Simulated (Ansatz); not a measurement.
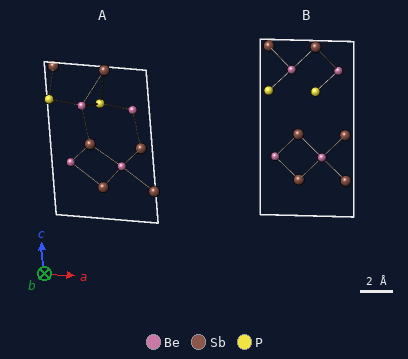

Two geometries of a crystal of Be2Sb3P (built on the Hg2I3Br-8 type type), drawn at one scale. One is the start of a relaxation, the other its converged end. A ball-and-stick model of the conventional cell (2 times the calculation's cell), seen along the b axis. Lengths and directions refer to the drawn axes.

All numbers below come from DFT, PBEsol, plane waves, PAW in Ansatz 0.2.0. Set-up: plane-wave cutoff 420 eV; k-point mesh 6 × 6 × 2; occupations fermi dirac; smearing width 0.03 eV; no spin polarisation; cell and atoms relaxed; force threshold 0.01 eV/Å; at most 120 steps.

Question: Which one is relaxed?

Answer: Structure A is the relaxed one. The energy falls by 4.062 eV per cell of the calculation in 20 accepted moves (25 points after the start). Largest force component: 2.2 eV/Å at the start, 0.0032 eV/Å at the end. Pressure: −0.59 GPa at the start and 0.01 GPa at the end. The line search rejected the trial steps at points 16, 19, 21 of the run. At 2 points the geometry stayed and the basis and grid were re-selected for the new cell (energy shift of 0.8 meV per cell of the calculation at most each time). The largest move relative to the cell is that of a Be atom, 0.99 Å along −c. Largest moves by element: Be 0.99 Å, P 0.71 Å, Sb 0.47 Å. Cell: a 6.032 → 6.591 Å (+9.3 %), b 4.178 → 3.684 Å (−11.8 %), c 11.303 → 9.880 Å (−12.6 %), β 91.5° → 99.3°. Volume −16.9 %. Among the contacts that change: Be–Sb 4.184 → 2.535 Å, Be–P 2.962 → 2.194 Å, P–Sb 3.559 → 2.842 Å, Be–Sb 2.978 → 3.649 Å. New bonds form: Be–P (2.96 → 2.19 Å), Be–Sb (4.18 → 2.54 Å). Bond angles that change, for instance: Sb–Be–P 179.2° → 111.3°, Be–Sb–Sb 98.5° → 77.6°, Be–Sb–Be 91.1° → 98.0°. The space group stays Cm (No. 8).
